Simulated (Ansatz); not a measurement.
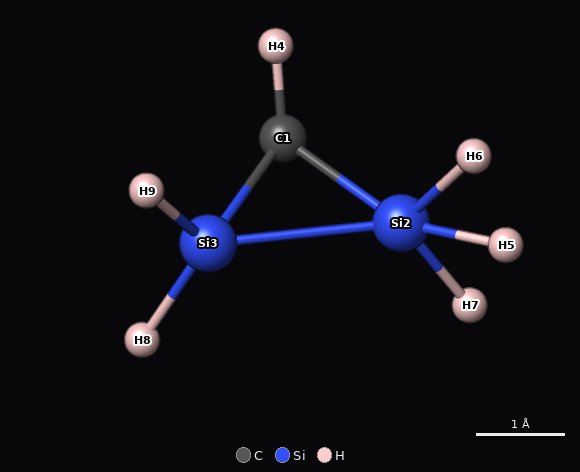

Starting structure of CH6Si2. Style: ball-and-stick. Shown face on.

It is one of the separated reactants of a reaction.

Method: RKS PBE-D4/def2-SVP (Ansatz 0.2.0).

Input file:
```yaml
crystal:
  periodic: [false, false, false]
  atoms:
    - {symbol: C, position_ang: [-0.737176, 0.037744, -0.657522]}
    - {symbol: Si, position_ang: [0.887712, 0.865296, -0.133455]}
    - {symbol: Si, position_ang: [-0.081871, -0.906772, 0.851837]}
    - {symbol: H, position_ang: [-1.651216, 0.612269, -0.523458]}
    - {symbol: H, position_ang: [1.807563, 1.896453, 0.193639]}
    - {symbol: H, position_ang: [0.774897, 2.230975, 0.430239]}
    - {symbol: H, position_ang: [2.029701, 0.714842, -1.065522]}
    - {symbol: H, position_ang: [0.384850, -2.291474, 0.606289]}
    - {symbol: H, position_ang: [-0.868653, -0.772487, 2.100237]}
basis:
  gaussian: {orbitals: def2-SVP}
hamiltonian: {xc: pbe, dispersion: d4}
relax: {f_tol: 0.03, max_steps: 250}
```

Launched with:
```bash
ansatz run in.yaml --threads 2 --pin off --events-out ev --progress --plain --max-ram 4352MiB
```

### Predict the outcome.

The energy falls by 486.6 kJ/mol in 20 accepted moves (21 points after the start). Largest force component: 4.6 eV/Å at the start, 0.025 eV/Å at the end. The line search rejected the trial step at point 20 of the run. The largest move after the best rigid fit is that of H9, 1.61 Å. Largest moves by element: H 1.61 Å, C 0.80 Å, Si 0.54 Å. Some distances before and after: Si2–Si3 2.247 → 3.181 Å, C1–Si3 1.897 → 1.726 Å, Si2–H5 1.420 → 1.507 Å, C1–Si2 1.897 → 1.859 Å. Bonds break: Si2–Si3 (2.25 → 3.18 Å). Bond angles that change, for instance: H5–Si2–H6 45.0° → 108.4°, Si2–C1–Si3 72.6° → 125.1°, C1–Si2–H5 159.2° → 109.9°.

The structure at the end:

```xyz
9

C    -0.4227    0.3030    0.0303
Si    1.0848    1.3187   -0.3570
Si   -0.4355   -1.1202    1.0070
H    -1.3904    0.6227   -0.3980
H     2.2711    0.7893    0.4066
H     0.8869    2.7677    0.0153
H     1.4181    1.2851   -1.8287
H     0.8092   -1.6704    1.6300
H    -1.6757   -1.9090    1.2967
```

After the run, drawn alike:

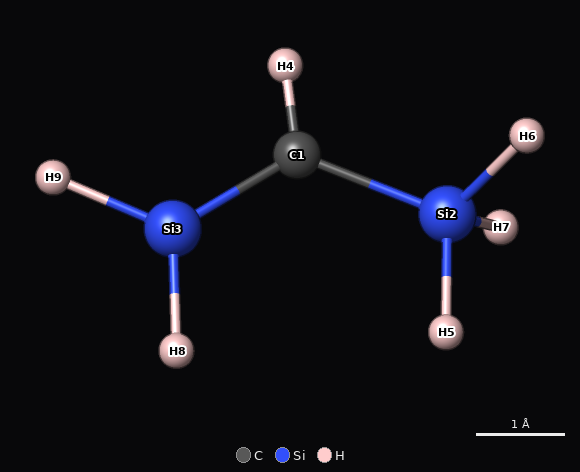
